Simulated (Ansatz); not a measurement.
# C2H11NOSi: molecular dynamics, part 2 of 2

Aim: let a guess near a reaction's saddle point go and see which way it falls. Runs: 150 steps of 0.5 fs at constant energy, with velocities drawn for 1000 K; 150 steps of 0.5 fs at constant energy, with velocities drawn for 300 K. Reaction type: exchange4.

Ansatz 0.2.0; UKS PBE0/STO-3G. Earlier steps stand in the parts before.

## 8. What the atoms did

The trajectory, every 8 steps (energies from step 0):

| time (fs) | T (K) | potential energy change (meV/atom) | total energy change (meV/atom) | Si1–H9 (Å) | H8–N2 (Å) | Si1–N2 (Å) |
| --- | --- | --- | --- | --- | --- | --- |
| 0.0 | 300 | 0.0 | 0.00 | 1.88 | 1.35 | 2.12 |
| 4.0 | 313 | -1.4 | 0.07 | 1.95 | 1.33 | 2.10 |
| 8.0 | 767 | -52.9 | -0.01 | 2.26 | 1.36 | 2.04 |
| 12.0 | 1261 | -108.9 | -0.11 | 2.66 | 1.72 | 1.94 |
| 16.0 | 1448 | -129.8 | 0.01 | 3.20 | 2.10 | 1.84 |
| 20.0 | 1474 | -132.9 | -0.12 | 3.62 | 2.65 | 1.75 |
| 24.0 | 1383 | -122.7 | -0.27 | 4.13 | 3.14 | 1.71 |
| 28.0 | 1383 | -122.8 | -0.24 | 4.59 | 3.70 | 1.70 |
| 32.0 | 1278 | -110.6 | 0.03 | 4.98 | 4.29 | 1.71 |
| 36.0 | 1237 | -105.9 | 0.07 | 5.44 | 4.81 | 1.71 |
| 40.0 | 1542 | -140.7 | -0.29 | 5.81 | 5.37 | 1.71 |
| 44.0 | 1664 | -154.6 | -0.32 | 6.23 | 5.91 | 1.72 |
| 48.0 | 1304 | -113.5 | 0.07 | 6.66 | 6.47 | 1.77 |
| 52.0 | 1080 | -87.9 | 0.27 | 7.07 | 7.00 | 1.81 |
| 56.0 | 1239 | -106.2 | -0.04 | 7.49 | 7.56 | 1.83 |
| 60.0 | 1423 | -127.4 | -0.34 | 7.90 | 8.08 | 1.83 |
| 64.0 | 1392 | -123.7 | -0.18 | 8.36 | 8.57 | 1.82 |
| 68.0 | 1533 | -139.4 | -0.01 | 8.77 | 9.13 | 1.81 |
| 72.0 | 1572 | -144.2 | -0.23 | 9.27 | 9.58 | 1.78 |
| 75.0 | 1309 | -114.1 | 0.05 | 9.57 | 10.00 | 1.74 |

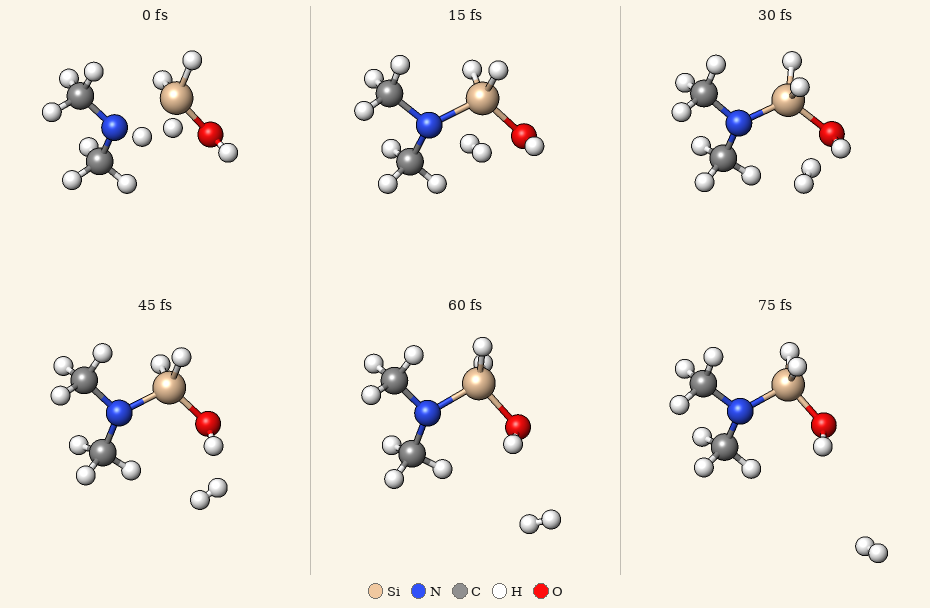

Six frames of the run, seen from a chosen angle. Sticks join atoms within a bonding distance in each frame.

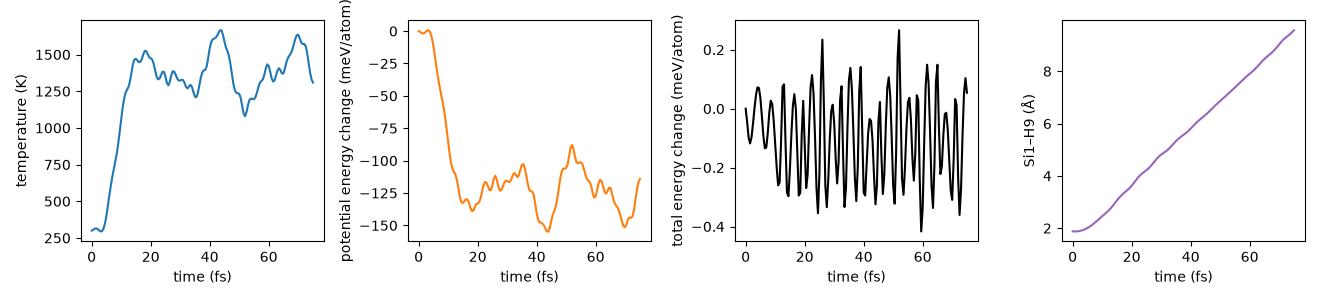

Traces against time; each panel has its own scale.

Bonds that form or break, judged by distance (formed within 1.15 times the sum of covalent radii and held on average over 12 fs, broken when stretched by half; pairs already stretched at the start don't count as bonds):

| time (fs) | bond | event |
| --- | --- | --- |
| 3.0 | H8–H9 | forms |
| 8.5 | Si1–N2 | forms |

## 9. Positions and forces

Extended XYZ, with forces in eV/Å:

```xyz
16
time_fs=12.5 T=1281 dE=-1.7736
Si    0.805   -0.490    1.182    1.018    3.191   -1.641
N    -0.393    0.034   -0.239    0.258    0.596   -0.065
C     0.228    0.618   -1.539    0.244   -1.597    1.409
C    -1.535    0.988    0.162    1.536   -1.796    0.582
H     0.132   -1.102    2.311   -0.217   -0.255   -0.424
H     1.318    0.803    1.631   -0.011   -0.371    0.211
O     2.268   -1.313    0.609   -3.508   -1.735    0.424
H    -0.633   -1.723   -0.103   -0.234    2.283   -0.775
H    -0.698   -2.404   -0.017   -0.299   -3.171    0.362
H     0.516    1.674   -1.460    0.025    0.347    0.099
H    -0.451    0.496   -2.406   -0.198    0.088    0.444
H     1.136    0.027   -1.778   -0.152    0.219    0.126
H    -1.984    0.653    1.098   -0.014   -0.223    0.461
H    -1.235    2.022    0.299    0.308    0.791   -0.086
H    -2.318    0.921   -0.577   -0.541    0.154   -0.910
H     1.768   -2.264    0.545    1.787    1.478   -0.219
16
time_fs=25.0 T=1350 dE=-1.9037
Si    0.793   -0.339    1.076    1.691   -3.837    1.825
N    -0.305    0.069   -0.158   -1.115    1.578   -1.312
C     0.260    0.565   -1.429   -0.855    1.070   -0.821
C    -1.486    0.961    0.220    0.985   -0.067   -1.098
H    -0.105   -1.302    1.663    0.105    0.051    1.155
H     1.229    0.648    2.069    0.081   -0.018   -0.569
O     2.205   -1.351    0.632    0.074    3.903    0.456
H    -0.869   -3.186   -0.189    0.944    1.267    0.815
H    -1.246   -3.674   -0.509   -0.950   -1.261   -0.818
H     0.337    1.686   -1.443    0.315   -0.542   -0.018
H    -0.510    0.323   -2.187    0.538    0.016   -0.451
H     1.245    0.133   -1.712   -0.545   -0.078    0.351
H    -1.900    0.712    1.219    0.142   -0.038   -0.411
H    -1.177    2.037    0.181   -0.142   -0.355    0.466
H    -2.264    0.881   -0.580    0.225   -0.318    0.654
H     1.942   -2.285    0.474   -1.492   -1.371   -0.222
16
time_fs=37.5 T=1380 dE=-1.9588
Si    0.823   -0.332    1.058   -1.971    2.040    4.162
N    -0.270    0.182   -0.154    1.144   -1.192   -1.092
C     0.252    0.569   -1.426    2.201    0.549   -1.321
C    -1.383    0.918    0.243   -3.799    1.519    1.723
H    -0.009   -1.128    1.937   -0.263    0.022   -0.007
H     1.338    0.705    1.954   -0.007    0.130   -0.659
O     2.088   -1.258    0.654    0.923   -2.756   -1.981
H    -1.251   -4.741   -0.390    0.153    0.042    0.193
H    -1.700   -4.869   -0.941   -0.153   -0.042   -0.192
H     0.469    1.666   -1.526   -0.319   -0.433    0.014
H    -0.284    0.241   -2.334   -0.523   -0.006    0.284
H     1.222    0.061   -1.437    0.502    0.074   -0.829
H    -1.671    0.556    1.259   -0.157    0.396   -0.371
H    -1.240    2.041    0.323   -0.063   -0.843   -0.224
H    -2.274    0.718   -0.419    0.644    0.412    0.374
H     1.486   -2.050    0.346    1.687    0.089   -0.073
16
time_fs=50.0 T=1232 dE=-1.6910
Si    0.792   -0.292    1.196    1.758    0.381   -3.234
N    -0.204    0.211   -0.203   -1.345   -0.330    1.484
C     0.405    0.598   -1.569   -2.659   -0.335    1.713
C    -1.485    0.951    0.349    2.363   -0.502   -1.598
H    -0.007   -0.728    2.324   -0.091   -0.079   -0.084
H     1.570    0.926    1.411    0.070   -0.429    1.036
O     2.072   -1.276    0.566    0.475    0.494    0.692
H    -1.722   -6.336   -0.685   -0.501    0.456   -0.869
H    -2.064   -6.024   -1.277    0.502   -0.456    0.869
H     0.472    1.676   -1.708    0.359    0.743    0.072
H    -0.358    0.253   -2.282    0.192   -0.013   -0.578
H     1.363    0.131   -1.837    0.060   -0.245    0.726
H    -1.757    0.599    1.360    0.421   -0.265   -0.206
H    -1.317    2.039    0.423   -0.081    0.163   -0.064
H    -2.356    0.777   -0.287   -0.299   -0.018   -0.465
H     1.874   -2.100    0.004   -1.222    0.436    0.507
16
time_fs=62.5 T=1358 dE=-1.9153
Si    0.830   -0.213    1.231    2.596    0.874   -1.617
N    -0.239    0.229   -0.181    1.469   -0.116   -0.536
C     0.357    0.627   -1.541    0.969   -0.807    2.362
C    -1.423    0.945    0.287   -0.119   -0.457   -0.151
H    -0.070   -0.483    2.325   -0.275   -0.813   -0.203
H     1.757    0.731    1.868   -0.524    0.258   -0.478
O     2.073   -1.287    0.511   -2.087    1.603    1.577
H    -2.267   -7.886   -1.098   -0.234    1.774   -1.064
H    -2.355   -7.224   -1.495    0.234   -1.774    1.064
H     0.652    1.681   -1.635   -0.338    0.491    0.144
H    -0.210    0.345   -2.441   -0.468   -0.215    0.345
H     1.314    0.072   -1.521   -0.095   -0.042   -0.595
H    -1.611    0.479    1.246   -0.872    0.059    0.698
H    -1.340    2.013    0.444    0.429    1.089    0.130
H    -2.285    0.808   -0.358   -0.575   -0.297   -0.523
H     1.363   -1.857    0.098   -0.111   -1.626   -1.152
16
time_fs=75.0 T=1309 dE=-1.8257
Si    0.938   -0.122    1.179   -3.107   -1.322    0.935
N    -0.178    0.213   -0.111   -0.962   -0.139    2.241
C     0.356    0.625   -1.347   -0.103    1.554   -3.216
C    -1.414    0.955    0.214   -0.354    0.497   -0.933
H    -0.015   -0.943    1.891   -0.040    0.550    1.317
H     1.567    0.898    2.010    0.342   -0.172   -0.471
O     1.907   -1.258    0.522    2.978   -2.428   -1.762
H    -2.837   -9.311   -1.598    0.728    2.558   -0.095
H    -2.620   -8.548   -1.626   -0.728   -2.558    0.095
H     0.530    1.742   -1.423    0.215   -0.773   -0.127
H    -0.411    0.380   -2.116    0.398    0.292   -0.231
H     1.272    0.075   -1.633    0.012    0.172    0.358
H    -1.928    0.615    1.126    0.367   -0.267    0.122
H    -1.205    2.041    0.314   -0.270    0.038    0.090
H    -2.140    0.847   -0.629    0.342    0.051    0.395
H     1.399   -2.002   -0.005    0.182    1.947    1.280
```

Reading of run 2. At the last frame the bonds meant to break are whole and the new ones absent: it fell back to the reactants' side (C2H9NOSi + H2). The temperature starts at 300 K and averages 1411 K in the second half, where it ranges from 1080 to 1665 K; the start was no minimum (force components up to 3.2 eV/Å), and the potential energy that it sheds (126 meV/atom) turns into motion, which in so few atoms is no thermal temperature. The total energy strays from its start by at most 0.42 meV/atom, 0.3 % of the mean kinetic energy, so a step of 0.5 fs is short enough over this time. Bonds change: the first event comes at 3.0 fs (H8–H9 forms). By that distance rule the pieces at the end are C2H9NOSi + H2; a long dative bond can count as broken.

## 10. Outcome

This closing draws on all 2 parts.

| quantity | value |
| --- | --- |
| run 1: length | 150 steps of 0.5 fs |
| run 1: temperature, first and last step | 1000 and 1643 K |
| run 1: temperature, second half | mean 1743 K, from 1470 to 1919 K |
| run 1: potential energy, second half | -84 meV/atom from this run's first step |
| run 1: largest change of the total energy | 0.86 meV/atom |
| run 1: bonds formed or broken | 2 |
| run 2: length | 150 steps of 0.5 fs |
| run 2: temperature, first and last step | 300 and 1309 K |
| run 2: temperature, second half | mean 1411 K, from 1080 to 1665 K |
| run 2: potential energy, second half | -126 meV/atom from this run's first step |
| run 2: largest change of the total energy | 0.42 meV/atom |
| run 2: bonds formed or broken | 2 |

In words: Mean temperatures of the second halves: 1743 K, 1411 K. Bonds changed in run 1, run 2. Run 1: at the last frame the bonds meant to break are whole and the new ones absent: it fell back to the reactants' side (C2H9NOSi + H2). Run 2: at the last frame the bonds meant to break are whole and the new ones absent: it fell back to the reactants' side (C2H9NOSi + H2). A run of 75 fs with 16 atoms shows the motion but fixes no equilibrium value. The nuclei move classically, without zero-point motion, which matters most for hydrogen. The basis is very small, so the numbers are rough.
